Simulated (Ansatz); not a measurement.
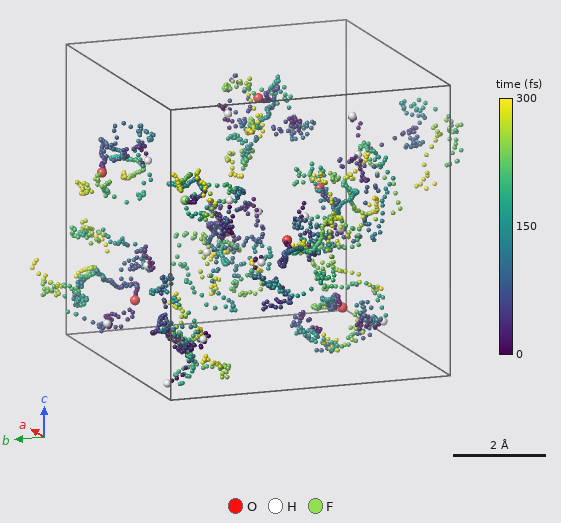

First-principles dynamics of a periodic cell with 8 H2O + 1 HF at 0.995 g/cm³, 300 fs long. It starts from the last geometry of an earlier run, with fresh velocities. Dots mark each atom's position at evenly spaced times, coloured by time; spheres stand at the starting positions. Seen from a free direction in the simulation cell.

Theory: DFT PBE-D3(BJ), scalar-relativistic, plane waves, PAW in Ansatz. Settings: plane-wave cutoff 420 eV; k-point mesh 1 × 1 × 1; Fermi-Dirac smearing 0.02 eV; Langevin thermostat (NVT); set temperature 1500 K; time step 0.75 fs; friction 0.05 per fs.

What do the traces tell about the motion?

Answer. Root-mean-square distances from the starting positions over the second half, with the common drift of all atoms taken out: H 1.44 Å, O 0.99 Å, F 0.64 Å. The heavy atoms stay within a fraction of a molecule's size of their starting places; so short a run doesn't tell a liquid from a solid.

Limits of the set-up: the periodic images lie only 6.5 Å apart, so the values are limited by the cell's size.

The run took 9.8 min on 1 thread of Arm Neoverse V2, with other jobs on the host, peak memory 0.39 GiB.
